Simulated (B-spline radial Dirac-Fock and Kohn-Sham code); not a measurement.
Atomic Ru. The calculation used a Dirac–Hartree–Slater potential; 1 + βP₂(cos θ) + (δ + γ cos²θ) sin θ cos φ with E1 and E1–E2 terms (a radial B-spline solver). Open shells are averaged over j.

What should this plot look like? Angular distribution of photoelectrons from L2 (2p1/2) in the plane of the polarisation E (up) and the photon direction k (right), relative to an isotropic one.

At 7.08 keV, β = 1.380, γ = 0.947 and δ = 0.065. At 7.08 keV the emission 45° forward of E is 1.8 times that 45° backward, and the lobe peaks 12° from E towards k.

The result:

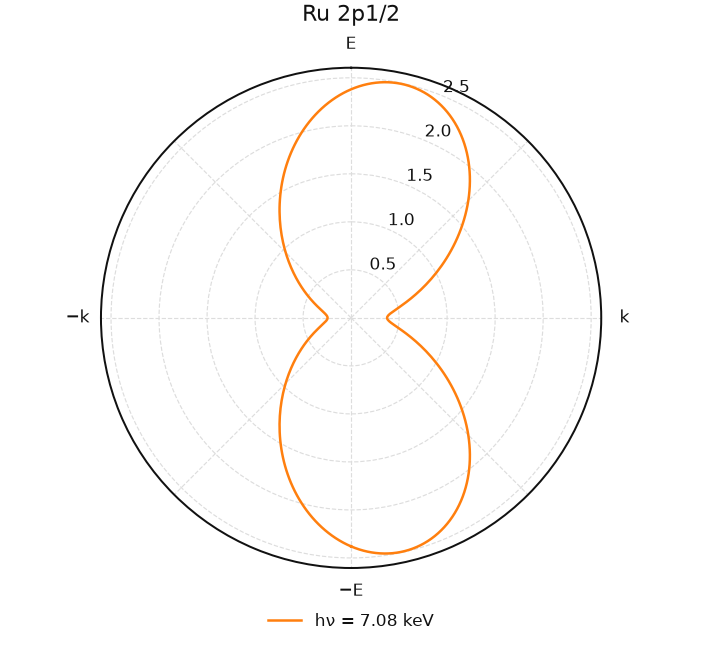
